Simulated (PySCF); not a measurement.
**CH11OPSi3: electronic excitations**

What electronic excitations should CH11OPSi3 (`C[Si@H](P)[SiH2]O[SiH3]`) show?

Computed with PySCF 2.14.0, with density-fitted response routines of our own, on a single molecule in the gas phase. Atoms count from 0, in the outputs and in this text.

## (1) The molecule as given

17 atoms, charge 0, multiplicity 1; geometry from: GFN2-xTB.

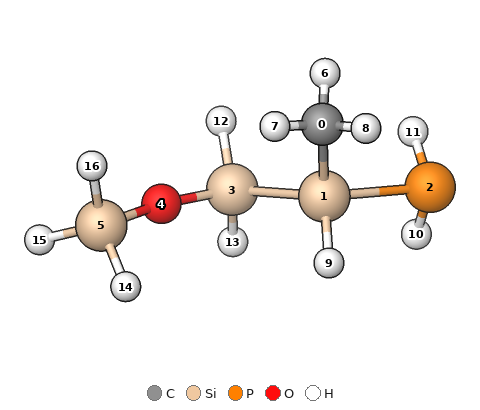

The starting geometry (carbon grey, silicon light orange, phosphorus orange, oxygen red, hydrogen white), atoms numbered.

## (2) Excited states and response: CAM-B3LYP/def2-SVPD

What the job is given:

```
{"job": {"kind": "uv", "xc": "CAM-B3LYP", "basis": "def2-SVPD", "nstates": 8, "ntriplets": 3}, "charge": 0, "multiplicity": 1}
C     -1.397480    -0.915129     1.467360
Si    -1.205239     0.423693     0.115715
P     -3.234923     0.544108    -0.863225
Si     0.541788    -0.026746    -1.351990
O      1.923105     0.055068    -0.508432
Si     3.122959     0.314400     0.544876
H     -1.598987    -1.889126     1.027079
H     -0.493782    -1.001274     2.063576
H     -2.221382    -0.685489     2.138445
H     -1.098139     1.726125     0.814613
H     -2.821542     1.366808    -1.894331
H     -3.069810    -0.590488    -1.636905
H      0.551636    -1.378646    -1.927508
H      0.699760     0.936960    -2.448862
H      2.836281     1.573484     1.230557
H      4.347704     0.378809    -0.247399
H      3.111054    -0.820527     1.466521
```

Method: TDDFT CAM-B3LYP/def2-SVPD, vertical, gas phase, core orbitals frozen in the response.

Started as:

```bash
OMP_NUM_THREADS=1 python probes_run.py task.json out
```

This one command runs all jobs of the session in turn.

Predict these results of the whole session: lowest singlet (CAM-B3LYP/def2-SVPD); brightest single state of those computed; lowest triplet.

As calculated:

| quantity | value |
| --- | --- |
| lowest singlet (CAM-B3LYP/def2-SVPD) | 5.76 eV (215 nm), f = 0.076 |
| brightest single state of those computed | state 6, 7.03 eV, f = 0.428 |
| lowest triplet | 5.09 eV |

What this shows: The first singlet state (HOMO→LUMO 0.82) lies at 5.76 eV and is bright; of the 8 states computed, the strongest absorption comes from state 6 at 7.03 eV. The lowest triplet lies 0.67 eV below the lowest singlet (triplets in Tamm-Dancoff, singlets in full TDDFT).
